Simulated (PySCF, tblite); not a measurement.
# C₆H₁₀NS radical: geometry, infrared bands and EPR parameters

Wanted: the infrared bands and EPR parameters of C₆H₁₀NS radical (`[H]/N=[C]/C=C/[C@@H](C)CS`), by calculation.

Programs: tblite 0.8.0 and PySCF 2.14.0, with density-fitted response routines of our own. Each step states its level of theory. These are calculated values for one molecule in the gas phase, unless marked as measured. Atoms are numbered from 0 throughout.

## Step 1: Starting geometry

18 atoms, charge 0, multiplicity 2; geometry from: force field or distance geometry start.

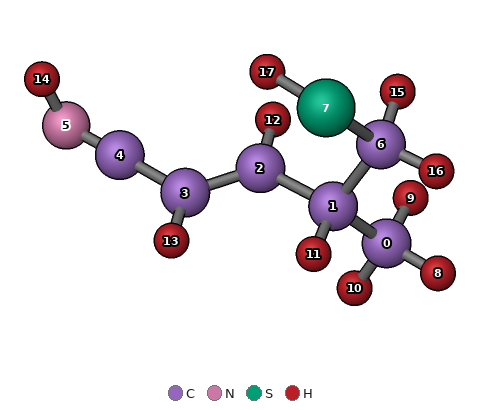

As it starts; carbon purple, nitrogen pink, sulfur teal, hydrogen red, atoms numbered.

## Step 2: Optimising the geometry with GFN2-xTB

Job settings and geometry (Å):

```
{"job": {"kind": "relax", "xc": "GFN2-xTB", "basis": "xTB"}, "charge": 0, "multiplicity": 2}
C     -1.538300    -0.852200    -1.321400
C     -0.795100     0.209300    -0.515200
C      0.490600    -0.416700     0.038700
C      1.711100     0.023100    -0.293300
C      2.874500    -0.602900     0.252000
N      3.827700    -1.116100     0.679400
C     -1.699100     0.749300     0.609600
S     -0.982000     2.197100     1.469100
H     -2.444000    -0.421500    -1.767000
H     -1.857300    -1.698100    -0.692400
H     -0.928400    -1.238900    -2.137200
H     -0.547700     1.024200    -1.189000
H      0.363400    -1.256800     0.724500
H      1.860100     0.848400    -0.967300
H      4.151000    -0.642100     1.540500
H     -1.907600    -0.025700     1.374700
H     -2.660100     1.065600     0.197700
H      0.072500     1.553800     1.984900
```

Command:

```console
> OMP_NUM_THREADS=1 python probes_run.py task.json out
```

The driver reads the jobs from task.json and runs them one after another.

Log:

```text
step      E/eV     max force
  0    -652.63975    8.919
  1    -652.16852   12.942
  2    -653.01462    2.339
  3    -653.06163    1.767
  4    -653.08551    0.543
  5    -653.10608    0.437
  6    -653.11397    0.496
  7    -653.12153    0.332
  8    -653.12679    0.311
  9    -653.13358    0.377
 10    -653.13992    0.325
 11    -653.14613    0.280
 12    -653.15135    0.195
 13    -653.15519    0.169
 14    -653.15763    0.117
 15    -653.15972    0.112
 16    -653.16166    0.104
 17    -653.16341    0.130
 18    -653.16508    0.116
 19    -653.16664    0.096
 20    -653.16789    0.093
 21    -653.16882    0.074
 22    -653.16962    0.085
 23    -653.17043    0.071
 24    -653.17125    0.072
 25    -653.17201    0.078
 26    -653.17268    0.066
 27    -653.17333    0.071
 28    -653.17395    0.064
 29    -653.17456    0.070
 30    -653.17524    0.074
 31    -653.17602    0.077
 32    -653.17674    0.069
 33    -653.17721    0.044
 34    -653.17752    0.047
 35    -653.17780    0.041
 36    -653.17819    0.059
 37    -653.17863    0.053
 38    -653.17907    0.055
 39    -653.17951    0.063
 40    -653.17999    0.050
 41    -653.18041    0.048
 42    -653.18066    0.029
 43    -653.18078    0.026
 44    -653.18087    0.023
 45    -653.18095    0.020
 46    -653.18101    0.017
 47    -653.18105    0.017
 48    -653.18107    0.015
 49    -653.18110    0.012
 50    -653.18113    0.011
 51    -653.18114    0.013
 52    -653.18116    0.012
 53    -653.18118    0.011
 54    -653.18120    0.010
```

Wall time 0.56 s (1 thread of Arm Neoverse N1, shared host); peak memory 0.18 GiB.

Step by step: (not every step is listed) (the energy doesn't fall at every step)

```tsv
step	energy from step 0 (eV)	largest force (eV/Å)
0	0.0000	8.9193
1	0.4712	12.9417
2	-0.3749	2.3389
3	-0.4219	1.7668
4	-0.4458	0.5433
5	-0.4663	0.4366
6	-0.4742	0.4955
7	-0.4818	0.3318
8	-0.4870	0.3109
12	-0.5116	0.1952
16	-0.5219	0.1041
20	-0.5281	0.0931
24	-0.5315	0.0722
28	-0.5342	0.0643
32	-0.5370	0.0689
36	-0.5384	0.0594
40	-0.5402	0.0499
44	-0.5411	0.0227
48	-0.5413	0.0152
49	-0.5413	0.0121
50	-0.5414	0.0114
51	-0.5414	0.0128
52	-0.5414	0.0124
53	-0.5414	0.0114
54	-0.5414	0.0097
```

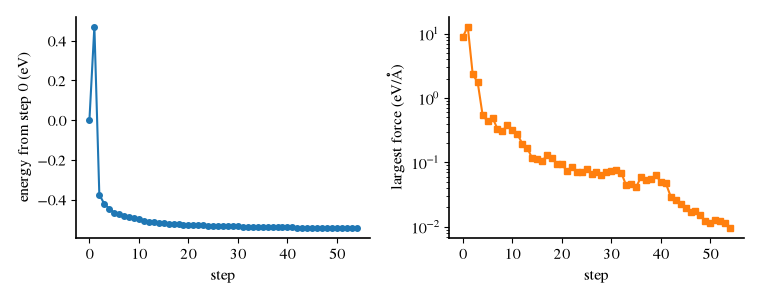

Energy and force, step by step.

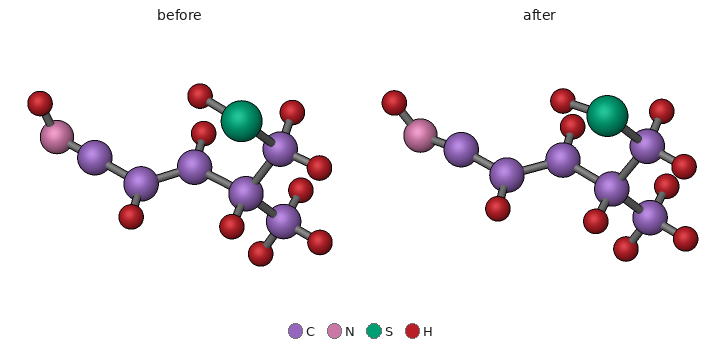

Before and after, at one scale.

Distances of close pairs at the start and the end, largest changes first:

```tsv
bond	before (Å)	after (Å)	change (Å)
C3–C4	1.429	1.338	-0.092
C4–N5	1.164	1.213	+0.049
C2–C3	1.339	1.383	+0.044
C1–C2	1.534	1.490	-0.043
N5–H14	1.035	1.015	-0.020
C6–H15	1.109	1.091	-0.018
C0–H9	1.101	1.088	-0.014
C2–H12	1.092	1.080	-0.012
```

The next job starts from the end point, and lists it.

## Step 3: Vibrational analysis with GFN2-xTB

Job settings and geometry (Å):

```
{"job": {"kind": "ir", "xc": "GFN2-xTB", "basis": "xTB"}, "charge": 0, "multiplicity": 2}
C     -1.563382    -0.860443    -1.326515
C     -0.802174     0.186500    -0.502491
C      0.416374    -0.411340     0.112276
C      1.697771     0.018979    -0.180607
C      2.827870    -0.440366     0.368124
N      3.860218    -1.019759     0.631905
C     -1.737136     0.740470     0.579768
S     -0.984006     2.131223     1.487177
H     -2.450554    -0.421133    -1.777158
H     -1.868809    -1.691033    -0.693882
H     -0.925232    -1.245416    -2.118080
H     -0.511718     1.012813    -1.160322
H      0.274123    -1.236873     0.793419
H      1.826031     0.844474    -0.871434
H      4.434774    -0.798600     1.439101
H     -2.000705    -0.033167     1.302456
H     -2.648981     1.144759     0.141519
H      0.146776     1.478566     1.763085
```

Log:

```text
mode    cm-1     km/mol
  1      39.8      4.16
  2      76.1      8.77
  3     110.3      2.28
  4     121.6      1.23
  5     181.3      6.96
  6     208.8      1.99
  7     227.0     36.89
  8     267.8      7.22
  9     296.1      2.61
 10     323.2      5.10
 11     411.8      1.17
 12     447.5      1.79
 13     521.3     24.30
 14     601.9     32.73
 15     664.0     29.05
 16     721.3      6.49
 17     778.2      7.75
 18     849.7     37.80
 19     908.5      9.36
 20     919.4      3.42
 21     964.2     28.48
 22     997.5    345.75
 23    1063.1     15.65
 24    1066.0      0.96
 25    1087.0     42.18
 26    1129.9      7.57
 27    1165.6      7.43
 28    1217.3      5.79
 29    1232.3      5.39
 30    1241.8     11.41
 31    1294.0      1.51
 32    1328.2      0.17
 33    1404.1      1.74
 34    1444.5      0.44
 35    1463.0      5.33
 36    1494.8      2.77
 37    1498.1      2.55
 38    2125.3    585.16
 39    2392.9     69.89
 40    2937.7     24.59
 41    2969.9     22.98
 42    3001.9     15.99
 43    3026.8      5.34
 44    3029.1     44.85
 45    3033.5     33.43
 46    3041.6     22.43
 47    3084.3     42.22
 48    3278.1     37.08
```

It took 0.96 s on 1 thread of Arm Neoverse N1, shared host; peak memory 0.18 GiB.

Which atoms move in the most intense modes:

```tsv
cm⁻¹	km/mol	atoms
850	37.8	H13 61 %, H12 20 %
998	345.8	H14 78 %, N5 12 %
1087	42.2	H13 31 %, C3 17 %, N5 14 %, C1 11 %
2125	585.2	C4 68 %, N5 25 %
2393	69.9	H17 97 %
3029	44.9	H8 84 %
3084	42.2	H12 92 %
3278	37.1	H14 93 %
```

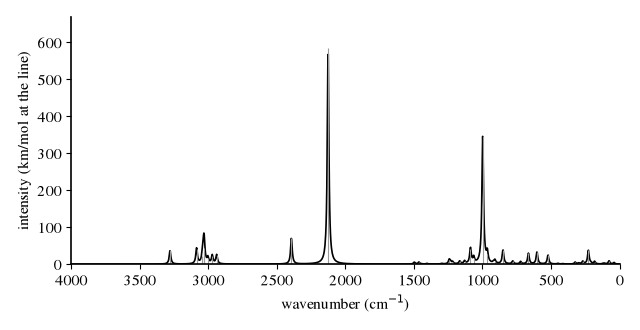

The infrared spectrum from these modes, unscaled. Lines are broadened to a width of 14 cm⁻¹ (Lorentzian).

## Step 4: EPR parameters: B3LYP/pcH-1

The job, as its differences from that of step 3:

```diff
@@ -1,2 +1,2 @@
-{"job": {"kind": "ir", "xc": "GFN2-xTB", "basis": "xTB"}, "charge": 0, "multiplicity": 2}
+{"job": {"kind": "epr", "basis": "pcH-1"}, "charge": 0, "multiplicity": 2}
 C     -1.563382    -0.860443    -1.326515
```

With the program's defaults for keys left out, this is: UKS B3LYP, pcH-1 on C H N S, non-relativistic, mean-field spin-orbit, GIAO.

Log:

```text
UKS, coarse grid
  cycle   1  E = -687.47377559  |g| = 3.66e-01
  cycle   2  E = -687.42046671  |g| = 4.97e-01
  cycle   3  E = -687.53796523  |g| = 1.07e-01
  cycle   4  E = -687.54321708  |g| = 4.37e-02
  cycle   5  E = -687.54413711  |g| = 1.29e-02
  cycle   6  E = -687.54421276  |g| = 8.77e-03
  cycle   7  E = -687.54425917  |g| = 3.96e-03
  cycle   8  E = -687.54426980  |g| = 1.29e-03
  cycle   9  E = -687.54427147  |g| = 3.12e-04
UKS, final grid
  cycle   1  E = -687.54434104  |g| = 3.17e-04
  cycle   2  E = -687.54434103  |g| = 4.23e-04
  cycle   3  E = -687.54434111  |g| = 6.07e-05
  cycle   4  E = -687.54434112  |g| = 4.69e-05
  cycle   5  E = -687.54434112  |g| = 3.19e-05
  cycle   6  E = -687.54434112  |g| = 1.18e-05
E = -687.54434112 Eh   <S^2> = 0.7670 (exact 0.7500)
g shifts (ppm)      1          2          3
  rmc          -167       -167       -167
  gc             39          6        -14
  oz_so       -1592         62       1375
  total       -1720        -99       1194
hyperfine (MHz)  atom isotope    a_iso     a_fc   dipolar eigenvalues
    0   13C      38.83      38.83     -2.64     -2.55      5.19
    1   13C     -20.82     -20.82     -1.18      0.06      1.11
    2   13C      60.36      60.42    -54.92    -53.67    108.59
    3   13C     -37.41     -37.42    -19.48      6.59     12.90
    4   13C      28.46      28.63    -36.77    -34.38     71.16
    5   14N      25.41      25.45     -7.59     -6.30     13.89
    6   13C      44.27      44.29     -2.50     -2.31      4.81
    7   33S       0.25       0.24     -1.22     -0.98      2.20
    8    1H      11.68      11.68     -1.92     -1.10      3.02
    9    1H      -1.40      -1.41     -2.92     -1.73      4.64
   10    1H      -1.10      -1.10     -3.62     -1.38      5.00
   11    1H       1.93       1.92     -3.55     -2.49      6.04
   12    1H     -41.69     -41.70    -23.70     -0.94     24.64
   13    1H       7.32       7.33     -4.70      0.36      4.34
   14    1H     130.84     130.86     -7.40     -4.28     11.69
   15    1H      -1.70      -1.70     -2.83     -1.74      4.57
   16    1H       5.38       5.38     -1.95     -1.12      3.06
   17    1H      -2.77      -2.77     -4.68     -2.98      7.66
```

Wall time 3 min (1 thread of Arm Neoverse N1, shared host); peak memory 1.1 GiB.

Principal g values 2.00060, 2.00222, 2.00351; g(iso) = 2.00211, against 2.00232 for a free electron.

Mean a(iso) over the nuclei that a row names, and the largest dipolar term of the row (other rows stand at the frozen geometry):

```tsv
nuclei	isotope	a(iso) (MHz)	a(iso) (G, at g = 2.0023)	largest dipolar term (MHz)
H14	1H	130.8	46.7	11.7
C2	13C	60.4	21.5	108.6
C6	13C	44.3	15.8	4.8
H12	1H	-41.7	-14.9	24.6
C0	13C	38.8	13.9	5.2
C3	13C	-37.4	-13.3	-19.5
C4	13C	28.5	10.2	71.2
N5	14N	25.4	9.1	13.9
C1	13C	-20.8	-7.4	-1.2
H13	1H	7.3	2.6	-4.7
H16	1H	5.4	1.9	3.1
H8, H9, H10	1H	3.1	1.1	5.0
H17	1H	-2.8	-1.0	7.7
H11	1H	1.9	0.7	6.0
```

Mulliken spin populations:

C0 0.02; C1 -0.05; C2 0.69; C3 -0.18; C4 0.39; N5 0.08; C6 0.02; S7 0.01; H8 0.01; H9 0.00; H10 0.00; H11 0.00; H12 -0.03; H13 0.00; H14 0.04; H15 0.00; H16 0.00; H17 0.00

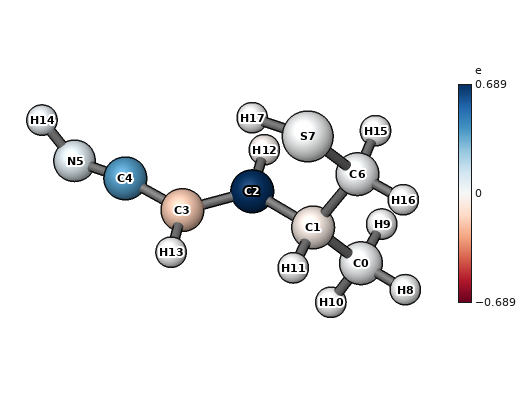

Mulliken spin populations, as colours on the atoms.

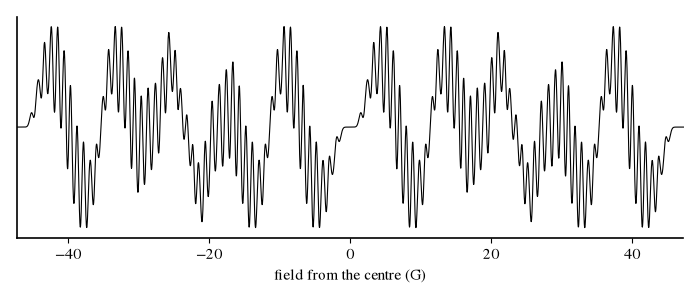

First-order isotropic spectrum (first derivative, main isotopes with spin only, couplings over 0.8 MHz, Gaussian width 0.3 G; couplings of the frozen geometry, rotation of groups not averaged beyond the rows shown).

The fields below are evaluated on a grid from the run's orbitals.

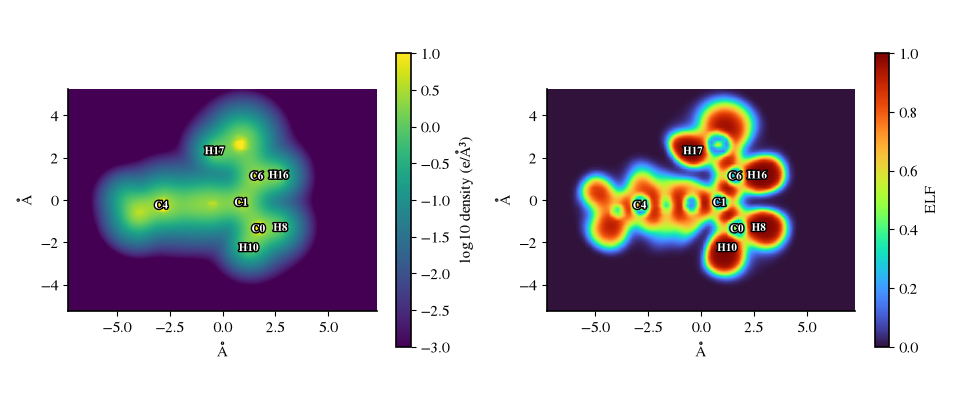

Density (left) and ELF (right) in a plane through or near 8 of the atoms.

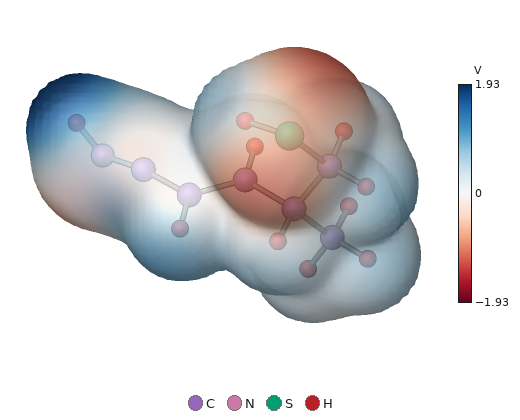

The potential that a unit positive charge feels on the 0.002 e/bohr³ surface, from -1.18 V near N5 to 1.93 V near H14.

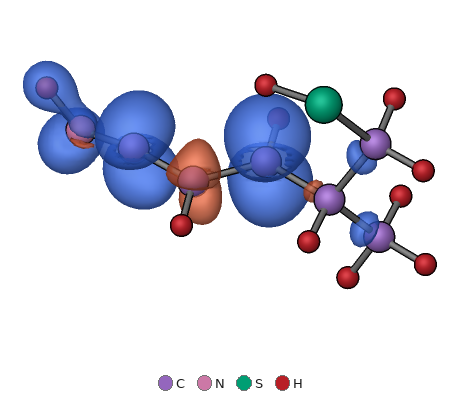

Spin density at ±0.03 e/Å³ (alpha excess blue, beta excess red).

## Step 5: Outcome

| quantity | value |
| --- | --- |
| strongest single infrared mode (GFN2-xTB) | 2125 cm⁻¹, 585 km/mol |
| zero-point energy (GFN2-xTB) | 88.2 kcal/mol |
| g(iso) (B3LYP) | 2.00211 |
| ⟨S²⟩ | 0.767 (exact 0.75) |
| largest a(iso) (averaged by class) | 1H on H14, 130.8 MHz |
| potential on the surface of density 0.002 e/bohr³, 1st and 99th percentile | -1.18 V and 1.93 V |

What this shows: Over 54 steps the energy fell by 0.541 eV; of the close pairs, C3–C4 changed most, 1.429 to 1.338 Å. All 48 modes are real, so the xTB geometry is a minimum. The strongest single mode, at 2125 cm⁻¹, moves mainly C4. GFN2-xTB is a fitted tight-binding method: band positions and strengths are rough. Its intensities can rank the bands wrongly. The largest share of the spin, 0.69 e, sits on C2. The isotropic g lies 0.2 ppt below the free-electron value.
